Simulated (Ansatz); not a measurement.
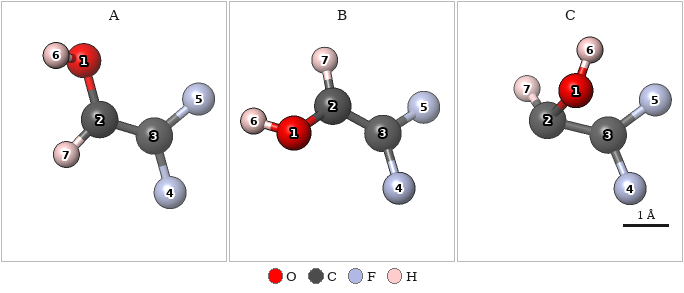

3 geometries from a converged minimum-energy path of C$_{2}$H$_{2}$F$_{2}$O, shuffled. A ball-and-stick model, seen at a tilt.

Method: RKS B3LYP-D4/def2-SVP in Ansatz 0.2.0. Set-up: 5 movable images; climbing image; force threshold 0.05 eV/Å; iteration limit 60; starting path through a guess of the saddle point.

Question: Which of them lies highest in energy?

Answer: C. In order along the path, whose images run from 0 to 6: B (image 0, 0.0 kJ/mol), C (image 3, +334.7 kJ/mol), A (image 6, 0.0 kJ/mol). The motion is a rotation about the C2–C3 bond by about 180°. No bond forms or breaks between the ends. Bond angles that change up to the highest image, for instance: O1–C2–C3 121.4° → 75.6°, O1–C2–H7 120.1° → 113.6°.
